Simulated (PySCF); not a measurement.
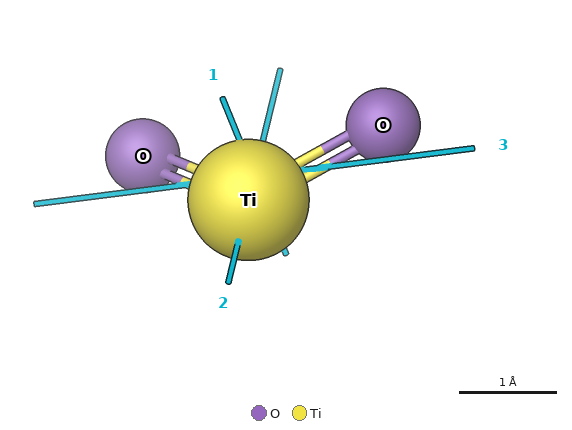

The three principal axes of inertia are drawn and numbered. Atoms fade into the background with distance from the viewer. The species is neutral and a spin singlet. The computed structure is the end point of a PBE0-D3(BJ)/def2-SVP optimisation. No frequency run is at hand to confirm it as a minimum. Masses are those of the most abundant isotopes; constants are for the rigid equilibrium geometry.

Which line is the a axis (least moment of inertia), which b and which c?

a is line 3, b is line 2, c is line 1; the moments are 16.3, 56.3, 72.7 u Å².

What kind of rotor is it, and what are its rotational constants in MHz?

An asymmetric top (C2v): A = 30985, B = 8970, C = 6956 MHz. Ray's parameter κ is −0.83, nearer the prolate limit.
